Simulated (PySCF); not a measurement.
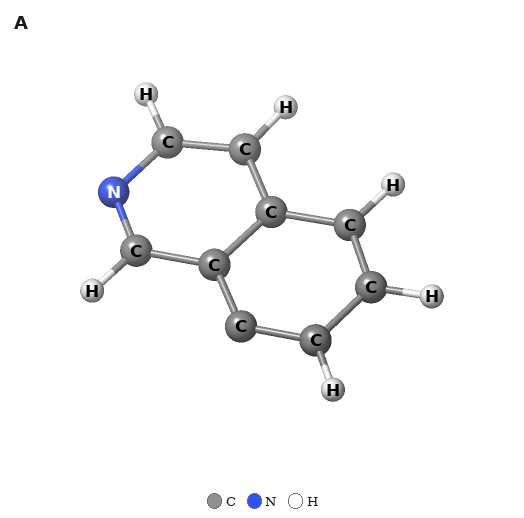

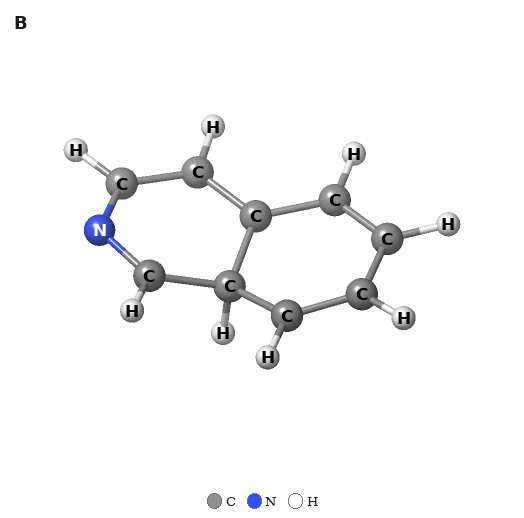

Two related species, optimised with PBE0-D3(BJ)/def2-SVP; properties computed with PySCF 2.14.0. Both: charge 0, doublet.

What are A and B?

Answer. A is C9H6N ([c]1cccc2ccncc12), B is C9H8N.

Compare them. With UKS B3LYP, IGLO-III on C N, pcH-1 on H, non-relativistic: isotropic g value. With PBE0-D3(BJ)/def2-SVP: mean N–C length (Å).

| quantity | A | B |
| --- | --- | --- |
| isotropic g value | 2.00220 | 2.00256 |
| mean N–C length (Å) | 1.331 | 1.330 |

Each is one conformer, and no frequency run is at hand to confirm it as a minimum.
